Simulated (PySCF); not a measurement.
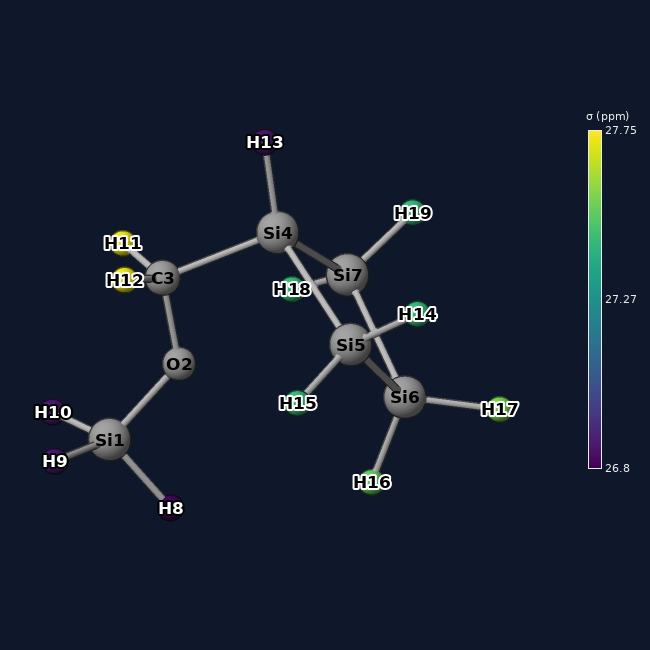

Atoms are coloured by their isotropic NMR shieldings (H only, the others grey). The computed structure is the end point of a GFN2-xTB optimisation. No frequency run is at hand to confirm it as a minimum. Method: GIAO PBE0/pcSseg-1 NMR shielding, non-relativistic, gas phase (PySCF 2.14.0).

List the isotropic NMR shieldings of the H atoms.

| atom | σ (ppm) |
| --- | --- |
| H8 | 26.81 |
| H9 | 26.87 |
| H10 | 26.87 |
| H11 | 27.72 |
| H12 | 27.72 |
| H13 | 26.86 |
| H14 | 27.44 |
| H15 | 27.44 |
| H16 | 27.53 |
| H17 | 27.56 |
| H18 | 27.44 |
| H19 | 27.44 |

The geometry is semi-empirical. Around Si such bond lengths and angles can be off by a tenth of an ångström or more and by several degrees, and values that hang on the shape move with them.
